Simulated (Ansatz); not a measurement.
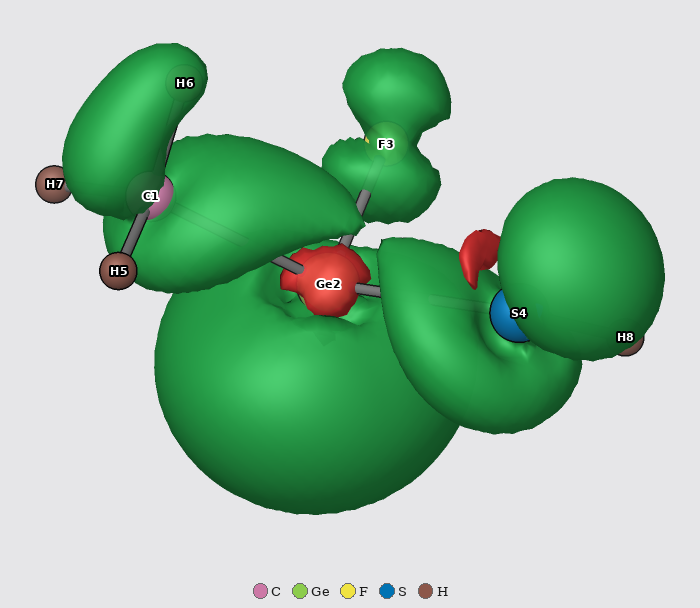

*CH₄FGeS (SMILES [CH3][Ge]([F])[SH]) (doublet). Isosurfaces of the spin density (α minus β) at +0.015 (green) and −0.015 e/Å³ (red), seen at an oblique angle.*

Geometry: PBE0-D4/def2-TZVP.

Level of theory: UKS PBE0-D4/def2-TZVPP (Ansatz).

```
atom    x (Å)    y (Å)    z (Å)
   C  -0.1302   1.1682  -0.5980
  Ge   0.5459  -0.6356  -0.2368
   F   1.8016  -0.4446   0.9744
   S  -1.0948  -1.8249   0.6925
   H  -1.0079   1.1105  -1.2419
   H  -0.3959   1.6217   0.3588
   H   0.6445   1.7610  -1.0828
   H  -0.2710  -2.8134   1.0779
```

### Which atoms carry the spin?

The unpaired spin (1 electron) lies mostly on Ge2 (about 0.6), S4 (about 0.2) and C1 (about 0.1), in electrons by Hirshfeld's partition.
